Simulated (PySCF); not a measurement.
## Geometry relaxation, with input and output: InI (part 1 of 2)

InI, computed with RKS-hse06/sbkjc, optimize (PySCF 2.14.0).

Figures and captions count atoms from 1; the log counts them from 0 in places.

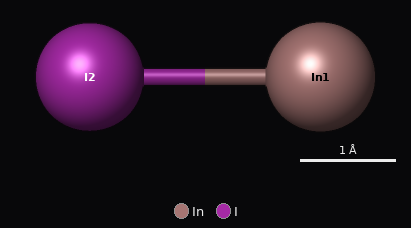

Fig. 1: The structure as given in the input (ball-and-stick view, seen on its broad side; atoms are numbered from 1 in the order of the input). Sticks mark near contacts. Bond lengths as drawn: I–In 2.43 Å.

Key numbers

- outcome: converged
- SCF energy at the first geometry: −200.645252 hartree
- hardware: 1 CPU thread, shared host
- wall time: 21 s

The input
```python
from pyscf import gto, dft
from pyscf.geomopt.geometric_solver import optimize

mol = gto.M(
    atom='In 0 0 0; I 0 0 2.43',
    basis='sbkjc',
    ecp={'In': 'sbkjc', 'I': 'sbkjc'},
    charge=0,
    spin=0,
    cart=True,
    verbose=4,
)
mf = dft.RKS(mol, xc='hse06')
mf.kernel()
g = mf.nuc_grad_method()
g.grid_response = True
mol_eq = optimize(g.as_scanner(), maxsteps=30)
print('optimised geometry (angstrom)')
print(mol_eq.tostring('raw'))
print('orbital energies (hartree):', mf.mo_energy[..., max(0, mol.nelec[1]-3):mol.nelec[0]+3].round(4))
```

Run as:
```bash
OMP_NUM_THREADS=1 python input.py
```

What the program printed
```
PySCF version 2.14.0

[INPUT] verbose = 4
[INPUT] num. atoms = 2
[INPUT] num. electrons = 28
[INPUT] charge = 0
[INPUT] spin (= nelec alpha-beta = 2S) = 0
[INPUT] symmetry False subgroup None
[INPUT] Mole.unit = angstrom
[INPUT] Cartesian GTO integrals (6d 10f)
[INPUT] Symbol           X                Y                Z      unit          X                Y                Z       unit  Magmom
[INPUT]  1 In     0.000000000000   0.000000000000   0.000000000000 AA    0.000000000000   0.000000000000   0.000000000000 Bohr   0.0
[INPUT]  2 I      0.000000000000   0.000000000000   2.430000000000 AA    0.000000000000   0.000000000000   4.592034482693 Bohr   0.0

nuclear repulsion = 32.0119547346667
number of shells = 15
number of NR pGTOs = 82
number of NR cGTOs = 42
basis = sbkjc
ecp = {'In': 'sbkjc', 'I': 'sbkjc'}

******** <class 'pyscf.dft.rks.RKS'> ********
method = RKS
initial guess = minao
damping factor = 0
level_shift factor = 0
DIIS = <class 'pyscf.scf.diis.CDIIS'>
diis_start_cycle = 1
diis_space = 8
diis_damp = 0
SCF conv_tol = 1e-09
SCF conv_tol_grad = None
SCF max_cycles = 50
direct_scf = True
direct_scf_tol = 1e-13
XC library pyscf.dft.libxc version 7.0.0
    S. Lehtola, C. Steigemann, M. J.T. Oliveira, and M. A.L. Marques.,  SoftwareX 7, 1–5 (2018)
XC functionals = hse06
    J. Heyd, G. E. Scuseria, and M. Ernzerhof.,  J. Chem. Phys. 118, 8207 (2003)
    J. Heyd, G. E. Scuseria, and M. Ernzerhof.,  J. Chem. Phys. 124, 219906 (2006)
    A. V. Krukau, O. A. Vydrov, A. F. Izmaylov, and G. E. Scuseria.,  J. Chem. Phys. 125, 224106 (2006)
radial grids:
    Treutler-Ahlrichs [JCP 102, 346 (1995); DOI:10.1063/1.469408] (M4) radial grids

becke partition: Becke, JCP 88, 2547 (1988); DOI:10.1063/1.454033
pruning grids: <function nwchem_prune>
grids dens level: 3
symmetrized grids: False
atomic radii adjust function: <function treutler_atomic_radii_adjust>
small_rho_cutoff = 0
Set gradient conv threshold to 3.16228e-05
Initial guess from minao.
tot grids = 43832
init E= -169.727421699177
  HOMO = 0.145079952936641  LUMO = 0.150908606844393  gap/eV = 0.15861
cycle= 1 E= -179.04429064729  delta_E= -9.32  |g|= 10.5  |ddm|=   22
  HOMO = -1.18312761643566  LUMO = -1.01127799455649  gap/eV = 4.67627
cycle= 2 E= -173.751355041384  delta_E= 5.29  |g|= 12.3  |ddm|=  243
  HOMO = -0.40289247392736  LUMO = -0.146593871049482  gap/eV = 6.97424
cycle= 3 E= -199.368805718545  delta_E= -25.6  |g|= 2.63  |ddm|=  242
  HOMO = -0.182852132653981  LUMO = -0.0125879004651469  gap/eV = 4.63313
cycle= 4 E= -195.999606836633  delta_E= 3.37  |g|= 2.67  |ddm|= 9.66
  HOMO = -0.222107812876851  LUMO = -0.0460510347800924  gap/eV = 4.79075
cycle= 5 E= -200.535912828544  delta_E= -4.54  |g|= 0.59  |ddm|= 5.04
  HOMO = -0.218840377152623  LUMO = -0.0705787972643265  gap/eV = 4.03440
cycle= 6 E= -200.640422567217  delta_E= -0.105  |g|= 0.0916  |ddm|= 2.54
  HOMO = -0.224001077884603  LUMO = -0.0693461018561257  gap/eV = 4.20838
cycle= 7 E= -200.645200164627  delta_E= -0.00478  |g|= 0.00939  |ddm|= 0.235
  HOMO = -0.222347232295823  LUMO = -0.0686879957404192  gap/eV = 4.18128
cycle= 8 E= -200.645247156223  delta_E= -4.7e-05  |g|= 0.00337  |ddm|= 0.0573
  HOMO = -0.222365252417666  LUMO = -0.0684206813323329  gap/eV = 4.18905
cycle= 9 E= -200.645252150489  delta_E= -4.99e-06  |g|= 0.000294  |ddm|= 0.0083
  HOMO = -0.222484271888935  LUMO = -0.0685351176630265  gap/eV = 4.18917
cycle= 10 E= -200.645252095845  delta_E= 5.46e-08  |g|= 4.5e-05  |ddm|= 0.00105
  HOMO = -0.222474650181019  LUMO = -0.0685285454334433  gap/eV = 4.18909
cycle= 11 E= -200.645252179356  delta_E= -8.35e-08  |g|= 6.29e-06  |ddm|= 0.000197
  HOMO = -0.222476416805251  LUMO = -0.0685302738113824  gap/eV = 4.18909
cycle= 12 E= -200.645252179377  delta_E= -2.18e-11  |g|= 5.97e-07  |ddm|= 3.13e-05
  HOMO = -0.222476349106008  LUMO = -0.0685302561469018  gap/eV = 4.18909
Extra cycle  E= -200.645252179377  delta_E= 1.99e-13  |g|= 6.36e-07  |ddm|= 3.69e-06
converged SCF energy = -200.645252179377
Create scanner for <class 'pyscf.grad.rks.Gradients'>
Create scanner for <class 'pyscf.dft.rks.RKS'>
input.py

Current date and time:

#|     Arguments passed to driver run_optimizer():      |#
customengine              <pyscf.geomopt.geometric_solver.PySCFEngine object>
logIni                    [file]
maxiter                   30
----------------------------------------------------------
Custom engine selected.
Bonds will be generated from interatomic distances less than 1.20 times sum of covalent radii
6 internal coordinates being used (instead of 6 Cartesians)
Internal coordinate system (atoms numbered from 1):
Distance 1-2
Translation-X 1-2
Translation-Y 1-2
Translation-Z 1-2
Rotation-A 1-2
Rotation-B 1-2
Rotation-C 1-2
<class 'geometric.internal.Distance'> : 1
<class 'geometric.internal.TranslationX'> : 1
<class 'geometric.internal.TranslationY'> : 1
<class 'geometric.internal.TranslationZ'> : 1
<class 'geometric.internal.RotationA'> : 1
<class 'geometric.internal.RotationB'> : 1
<class 'geometric.internal.RotationC'> : 1
> ===== Optimization Info: ====
> Job type: Energy minimization
> Maximum number of optimization cycles: 30
> Initial / maximum trust radius (Angstrom): 0.100 / 0.300
> Convergence Criteria:
> Will converge when all 5 criteria are reached:
>  |Delta-E| < 1.00e-06
>  RMS-Grad  < 3.00e-04
>  Max-Grad  < 4.50e-04
>  RMS-Disp  < 1.20e-03
>  Max-Disp  < 1.80e-03
> === End Optimization Info ===

Geometry optimization cycle 1
Cartesian coordinates (Angstrom)
 Atom        New coordinates             dX        dY        dZ
  In   0.000000   0.000000   0.000000    0.000000  0.000000  0.000000
   I   0.000000   0.000000   2.430000    0.000000  0.000000  0.000000

WARN: Mole.unit (angstrom) is changed to Bohr

New geometry
   1 In     0.000000000000   0.000000000000   0.000000000000 AA    0.000000000000   0.000000000000   0.000000000000 Bohr
   2 I      0.000000000000   0.000000000000   2.430000000000 AA    0.000000000000   0.000000000000   4.592034482693 Bohr

******** <class 'pyscf.scf.hf.RKS_Scanner'> ********
method = RKS_Scanner
initial guess = minao
damping factor = 0
level_shift factor = 0
DIIS = <class 'pyscf.scf.diis.CDIIS'>
diis_start_cycle = 1
diis_space = 8
diis_damp = 0
SCF conv_tol = 1e-09
SCF conv_tol_grad = None
SCF max_cycles = 50
direct_scf = True
direct_scf_tol = 1e-13
XC library pyscf.dft.libxc version 7.0.0
    S. Lehtola, C. Steigemann, M. J.T. Oliveira, and M. A.L. Marques.,  SoftwareX 7, 1–5 (2018)
XC functionals = hse06
    J. Heyd, G. E. Scuseria, and M. Ernzerhof.,  J. Chem. Phys. 118, 8207 (2003)
    J. Heyd, G. E. Scuseria, and M. Ernzerhof.,  J. Chem. Phys. 124, 219906 (2006)
    A. V. Krukau, O. A. Vydrov, A. F. Izmaylov, and G. E. Scuseria.,  J. Chem. Phys. 125, 224106 (2006)
radial grids:
    Treutler-Ahlrichs [JCP 102, 346 (1995); DOI:10.1063/1.469408] (M4) radial grids

becke partition: Becke, JCP 88, 2547 (1988); DOI:10.1063/1.454033
pruning grids: <function nwchem_prune>
grids dens level: 3
symmetrized grids: False
atomic radii adjust function: <function treutler_atomic_radii_adjust>
small_rho_cutoff = 0
Set gradient conv threshold to 3.16228e-05
tot grids = 43832
init E= -200.645252179377
  HOMO = -0.222476327010474  LUMO = -0.0685301917162533  gap/eV = 4.18909
cycle= 1 E= -200.645252179377  delta_E= -1.42e-13  |g|= 8.25e-07  |ddm|= 4.71e-06
  HOMO = -0.222476374330756  LUMO = -0.0685302985751875  gap/eV = 4.18909
Extra cycle  E= -200.645252179377  delta_E= 3.13e-13  |g|= 1.1e-06  |ddm|= 5.81e-06
converged SCF energy = -200.645252179377

******** <class 'pyscf.grad.rhf.Gradients_Scanner'> for <class 'pyscf.scf.hf.RKS_Scanner'> ********
unit = Eh/Bohr
grid_response = True
--------------- RKS_Scanner gradients ---------------
         x                y                z
0 In     0.0000000000    -0.0000000000     0.1005209642
1 I    -0.0000000000     0.0000000000    -0.1005209642
----------------------------------------------
cycle 1: E = -200.645252179  dE = -200.645  norm(grad) = 0.142158
Step    0 : Gradient = 1.005e-01/1.005e-01 (rms/max) Energy = -200.6452521794
Hessian Eigenvalues: 5.00000e-02 5.00000e-02 5.00000e-02 ... 5.00000e-02 5.00000e-02 1.07836e-01

Geometry optimization cycle 2
Cartesian coordinates (Angstrom)
 Atom        New coordinates             dX        dY        dZ
  In  -0.000000   0.000000  -0.100000   -0.000000  0.000000 -0.100000
   I   0.000000  -0.000000   2.530000    0.000000 -0.000000  0.100000
New geometry
   1 In    -0.000000000000   0.000000000000  -0.100000000003 AA   -0.000000000000   0.000000000000  -0.188972612463 Bohr
   2 I      0.000000000000  -0.000000000000   2.530000000003 AA    0.000000000000  -0.000000000000   4.781007095156 Bohr

******** <class 'pyscf.scf.hf.RKS_Scanner'> ********
method = RKS_Scanner
initial guess = minao
damping factor = 0
level_shift factor = 0
DIIS = <class 'pyscf.scf.diis.CDIIS'>
diis_start_cycle = 1
diis_space = 8
diis_damp = 0
SCF conv_tol = 1e-09
SCF conv_tol_grad = None
SCF max_cycles = 50
direct_scf = True
direct_scf_tol = 1e-13
XC library pyscf.dft.libxc version 7.0.0
    S. Lehtola, C. Steigemann, M. J.T. Oliveira, and M. A.L. Marques.,  SoftwareX 7, 1–5 (2018)
XC functionals = hse06
    J. Heyd, G. E. Scuseria, and M. Ernzerhof.,  J. Chem. Phys. 118, 8207 (2003)
    J. Heyd, G. E. Scuseria, and M. Ernzerhof.,  J. Chem. Phys. 124, 219906 (2006)
    A. V. Krukau, O. A. Vydrov, A. F. Izmaylov, and G. E. Scuseria.,  J. Chem. Phys. 125, 224106 (2006)
radial grids:
    Treutler-Ahlrichs [JCP 102, 346 (1995); DOI:10.1063/1.469408] (M4) radial grids

becke partition: Becke, JCP 88, 2547 (1988); DOI:10.1063/1.454033
pruning grids: <function nwchem_prune>
grids dens level: 3
symmetrized grids: False
atomic radii adjust function: <function treutler_atomic_radii_adjust>
small_rho_cutoff = 0
Set gradient conv threshold to 3.16228e-05
tot grids = 43832
init E= -200.64964966255
  HOMO = -0.232178677753511  LUMO = -0.0719889832585863  gap/eV = 4.35898
cycle= 1 E= -200.665881570579  delta_E= -0.0162  |g|= 0.0745  |ddm|= 0.35
  HOMO = -0.231953362454629  LUMO = -0.0840686550227835  gap/eV = 4.02415
cycle= 2 E= -200.663000946358  delta_E= 0.00288  |g|= 0.108  |ddm|= 0.581
  HOMO = -0.23390183039531  LUMO = -0.077474580943455  gap/eV = 4.25660
cycle= 3 E= -200.669024933292  delta_E= -0.00602  |g|= 0.00735  |ddm|= 0.291
  HOMO = -0.233978968680573  LUMO = -0.077884637070808  gap/eV = 4.24754
cycle= 4 E= -200.66904341737  delta_E= -1.85e-05  |g|= 0.00163  |ddm|= 0.022
  HOMO = -0.233803343119765  LUMO = -0.077798906720411  gap/eV = 4.24510
cycle= 5 E= -200.669043830956  delta_E= -4.14e-07  |g|= 0.000617  |ddm|= 0.00482
  HOMO = -0.233810112271793  LUMO = -0.0777388561613199  gap/eV = 4.24692
cycle= 6 E= -200.669044002086  delta_E= -1.71e-07  |g|= 5.24e-05  |ddm|= 0.00136
  HOMO = -0.233818991210443  LUMO = -0.0777468059845968  gap/eV = 4.24694
cycle= 7 E= -200.66904400279  delta_E= -7.05e-10  |g|= 2.2e-06  |ddm|= 0.000138
  HOMO = -0.233817881336564  LUMO = -0.0777461102017696  gap/eV = 4.24693
Extra cycle  E= -200.669044002792  delta_E= -1.93e-12  |g|= 1.25e-06  |ddm|= 9.22e-06
converged SCF energy = -200.669044002792

******** <class 'pyscf.grad.rhf.Gradients_Scanner'> for <class 'pyscf.scf.hf.RKS_Scanner'> ********
unit = Eh/Bohr
grid_response = True
--------------- RKS_Scanner gradients ---------------
         x                y                z
0 In     0.0000000000    -0.0000000000     0.0328940167
1 I    -0.0000000000     0.0000000000    -0.0328940167
----------------------------------------------
cycle 2: E = -200.669044003  dE = -0.0237918  norm(grad) = 0.0465192
Step    1 : Displace = 1.000e-01/1.000e-01 (rms/max) Trust = 1.000e-01 (=) Grad = 3.289e-02/3.289e-02 (rms/max) E (change) = -200.6690440028 (-2.379e-02) Quality = 0.785
Hessian Eigenvalues: 5.00000e-02 5.00000e-02 5.00000e-02 ... 5.00000e-02 5.00000e-02 1.78933e-01

Geometry optimization cycle 3
Cartesian coordinates (Angstrom)
 Atom        New coordinates             dX        dY        dZ
  In  -0.000000   0.000000  -0.148640   -0.000000  0.000000 -0.048640
   I   0.000000  -0.000000   2.578640    0.000000 -0.000000  0.048640
New geometry
   1 In    -0.000000000000   0.000000000000  -0.148640398508 AA   -0.000000000000   0.000000000000  -0.280889644227 Bohr
   2 I      0.000000000000  -0.000000000000   2.578640398508 AA    0.000000000000  -0.000000000000   4.872924126920 Bohr

******** <class 'pyscf.scf.hf.RKS_Scanner'> ********
method = RKS_Scanner
initial guess = minao
damping factor = 0
level_shift factor = 0
DIIS = <class 'pyscf.scf.diis.CDIIS'>
diis_start_cycle = 1
diis_space = 8
diis_damp = 0
SCF conv_tol = 1e-09
SCF conv_tol_grad = None
SCF max_cycles = 50
direct_scf = True
direct_scf_tol = 1e-13
XC library pyscf.dft.libxc version 7.0.0
    S. Lehtola, C. Steigemann, M. J.T. Oliveira, and M. A.L. Marques.,  SoftwareX 7, 1–5 (2018)
XC functionals = hse06
    J. Heyd, G. E. Scuseria, and M. Ernzerhof.,  J. Chem. Phys. 118, 8207 (2003)
    J. Heyd, G. E. Scuseria, and M. Ernzerhof.,  J. Chem. Phys. 124, 219906 (2006)
    A. V. Krukau, O. A. Vydrov, A. F. Izmaylov, and G. E. Scuseria.,  J. Chem. Phys. 125, 224106 (2006)
radial grids:
    Treutler-Ahlrichs [JCP 102, 346 (1995); DOI:10.1063/1.469408] (M4) radial grids

becke partition: Becke, JCP 88, 2547 (1988); DOI:10.1063/1.454033
pruning grids: <function nwchem_prune>
grids dens level: 3
symmetrized grids: False
atomic radii adjust function: <function treutler_atomic_radii_adjust>
small_rho_cutoff = 0
Set gradient conv threshold to 3.16228e-05
tot grids = 43832
init E= -200.661824861407
  HOMO = -0.23994392933436  LUMO = -0.0820287907924814  gap/eV = 4.29709
cycle= 1 E= -200.67256089347  delta_E= -0.0107  |g|= 0.0317  |ddm|= 0.149
  HOMO = -0.235461983516578  LUMO = -0.0847259683193024  gap/eV = 4.10174
cycle= 2 E= -200.67203738596  delta_E= 0.000524  |g|= 0.0443  |ddm|= 0.232
  HOMO = -0.237313955732833  LUMO = -0.0818986916149555  gap/eV = 4.22906
cycle= 3 E= -200.673179709641  delta_E= -0.00114  |g|= 0.00379  |ddm|= 0.124
  HOMO = -0.237454110664065  LUMO = -0.0821794162457731  gap/eV = 4.22524
cycle= 4 E= -200.673184325912  delta_E= -4.62e-06  |g|= 0.000759  |ddm|= 0.0102
  HOMO = -0.237399911910678  LUMO = -0.0821822273955867  gap/eV = 4.22369
cycle= 5 E= -200.673184417703  delta_E= -9.18e-08  |g|= 0.000155  |ddm|= 0.00172
  HOMO = -0.23739853541621  LUMO = -0.0821581596826752  gap/eV = 4.22431
cycle= 6 E= -200.673184431752  delta_E= -1.4e-08  |g|= 1.36e-05  |ddm|= 0.00034
  HOMO = -0.23740038599534  LUMO = -0.0821594194979236  gap/eV = 4.22432
cycle= 7 E= -200.673184431797  delta_E= -4.54e-11  |g|= 5.99e-07  |ddm|= 3.12e-05
  HOMO = -0.237400235169178  LUMO = -0.0821594267685524  gap/eV = 4.22432
Extra cycle  E= -200.673184431798  delta_E= -7.39e-13  |g|= 6.43e-07  |ddm|= 3.4e-06
converged SCF energy = -200.673184431798

******** <class 'pyscf.grad.rhf.Gradients_Scanner'> for <class 'pyscf.scf.hf.RKS_Scanner'> ********
unit = Eh/Bohr
grid_response = True
--------------- RKS_Scanner gradients ---------------
         x                y                z
0 In     0.0000000000     0.0000000000     0.0132783423
1 I    -0.0000000000    -0.0000000000    -0.0132783423
```
